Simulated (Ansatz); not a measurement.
**B2PLYP/STO-3G run of [HSO2]− (SMILES O=[SH][O-])**

What is the vertical ionisation energy of [HSO2]− at B2PLYP/STO-3G? 

The calculation is run with Ansatz 0.2.0.

11 further runs of the same task are left out: 9 that didn't finish, 2 set aside as unsound or not needed.

## 1. The structure to begin with

[HSO2]−: 4 atoms, total charge -1, spin state singlet. SMILES: `O=[SH][O-]`. The shape is that of a GFN2-xTB optimisation.

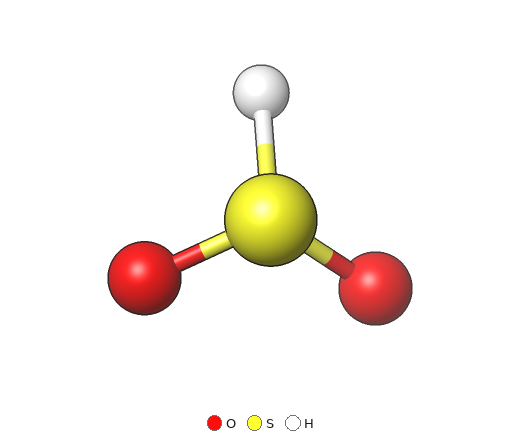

The structure, seen from a chosen angle (oxygen red, sulfur yellow, hydrogen white).

## 2. A single-point energy at B2PLYP/STO-3G

job.yaml reads:

```yaml
crystal:
  periodic: [false, false, false]
  atoms:
    - {symbol: O, position_ang: [-1.198220, 0.078790, 0.730410]}
    - {symbol: S, position_ang: [-0.199070, -0.294820, -0.302710]}
    - {symbol: O, position_ang: [1.007500, -0.941190, 0.274450]}
    - {symbol: H, position_ang: [0.389790, 1.157220, -0.702150]}
basis:
  gaussian:
    orbitals: STO-3G
total_charge: -1
hamiltonian:
  xc: {name: B2PLYP}
correlation:
  frozen_orbitals: {H: 0, O: 1, S: 5}
accuracy: high
```

The run is started by

```
$ ansatz run job.yaml --threads 1 --pin off --max-ram 2610MiB --events-out events.jsonl --progress --plain --runs-dir runs
```

Output:

```text
Warning: RAYON_NUM_THREADS=1 ignored (pool sized by the plan → 1); use --threads N
Functional definition: B2PLYP
  name "B2PLYP"
  parameter a = 0.53
  parameter c = 0.27
  exchange = (1 - a)*b88_x + a*exact_x
  correlation = (1 - c)*lyp_c + c*(mp2_os + mp2_ss)
361 factors; integrals over basis functions are off by at most 3.3e-8 eV
mean field evaluation 1: about -14741.1432 eV, gradient 3.6e1 eV
mean field evaluation 2: about -14741.2017 eV, gradient 3.6e1 eV
mean field evaluation 4: about -14745.8621 eV, gradient 4.5e0 eV
mean field evaluation 8: about -14745.9639 eV, gradient 4.0e-2 eV
mean field evaluation 16: about -14745.9639 eV, gradient 1.1e-6 eV
mean field -14745.96393481 eV, -541.9041794309 hartree, gradient 2.3e-8 eV, S^2 0.000000; 0 other end points of the search recorded, 0 dependent functions left out
7 core orbitals not correlated: weight in the atoms' cores, before any rotation towards them, 1.000 or more for the frozen orbitals, at most 0.000 for the correlated occupied ones
reference -14745.96394809 eV, -541.9041799191 hartree; 10, 10 occupied and 3, 3 virtual orbitals, 361 factors
second order -4.71224650 eV of doubles, -0.00000000 eV of singles
Total energy: -14747.23625465 eV, -541.9509363225 hartree
```

Wall time 1.1 s (1 thread of Arm Neoverse V2, shared host); peak memory 0.091 GiB.

## 3. Doublet neutral HSO2

job.yaml, as its differences from that of step 2:

```diff
@@ -10,3 +10,5 @@
     orbitals: STO-3G
-total_charge: -1
+magnetization:
+  spin_polarized: true
+  initial_magnetization: 1
 hamiltonian:
```

The run is started by

```
$ ansatz run job.yaml --threads 1 --pin off --max-ram 2610MiB --events-out events.jsonl --progress --plain --runs-dir runs
```

Output (excerpt; [...] marks lines left out):

```text
Warning: RAYON_NUM_THREADS=1 ignored (pool sized by the plan → 1); use --threads N
[... 2 set-up lines as earlier in the session ...]
[...]
361 factors; integrals over basis functions are off by at most 3.3e-8 eV
[...]
mean field -14749.54758222 eV, -542.0358760442 hartree, gradient 3.7e-8 eV, S^2 0.834486; 4 other end points of the search recorded, 0 dependent functions left out
7 core orbitals not correlated: weight in the atoms' cores, before any rotation towards them, 1.000 or more for the frozen orbitals, at most 0.000 for the correlated occupied ones
reference -14749.54759525 eV, -542.0358765232 hartree; 10, 9 occupied and 3, 4 virtual orbitals, 361 factors
second order -5.12129764 eV of doubles, -0.00000000 eV of singles
Total energy: -14750.93034562 eV, -542.0866916617 hartree
```

Wall time 4.2 s (1 thread of Arm Neoverse V2, shared host); peak memory 0.12 GiB.

## 4. Results

Level: B2PLYP/STO-3G, 7 core orbitals frozen.

```
                                           quantity          value
                      singlet [HSO2]−: total energy  -541.95094 Eh
                 doublet neutral HSO2: total energy  -542.08669 Eh
                         doublet neutral HSO2: ⟨S²⟩          0.834
vertical detachment energy (to the doublet neutral)      -3.694 eV
```

In words: The species is unbound against losing an electron at this level, by 3.69 eV (−85 kcal/mol); missing correlation or diffuse functions can give that sign where the real anion is bound. In a minimal basis such a difference can be off by several eV, whatever the method.
